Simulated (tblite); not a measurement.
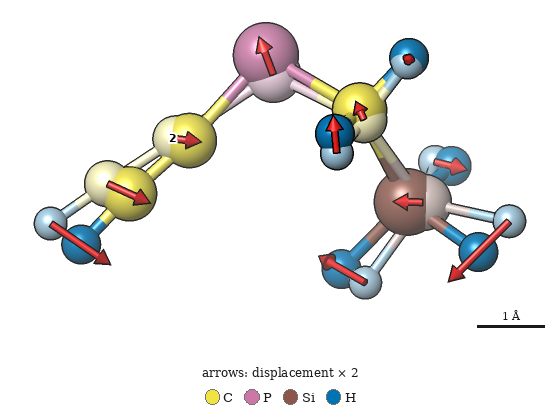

A relaxation of C3H6PSi (charge −1). The starting structure is drawn faded, the final one solid; red arrows show the displacements, 2 times their true length. The two geometries are superimposed by the best rigid fit.

Style: ball-and-stick. Shown at a tilt.

Level of theory: GFN2-xTB geometry optimisation, gas phase in tblite 0.8.0. 

Atoms of which element are displaced furthest, and by how much?

Answer. Hydrogen: up to 0.66 Å, against 0.37 Å for carbon.

What did the optimiser do to the structure, and how much energy did it gain?

Answer. After 77 geometry steps the energy has fallen by 0.344 eV. The atom that moves furthest after the best rigid fit is an H atom (0.66 Å). Largest moves by element: H 0.66 Å, C 0.37 Å, P 0.32 Å, Si 0.24 Å. Near-neighbour distances that change, for instance: C–P 1.840 → 1.888 Å, C–P 1.763 → 1.732 Å, H–Si 1.488 → 1.463 Å, C–C 1.233 → 1.211 Å. Bond angles that change, for instance: C–P–C 109.7° → 96.3°, H–Si–H 112.5° → 105.4°, H–Si–H 112.1° → 105.2°. The run took 0.32 s on 1 thread of Arm Neoverse V2 (shared host).
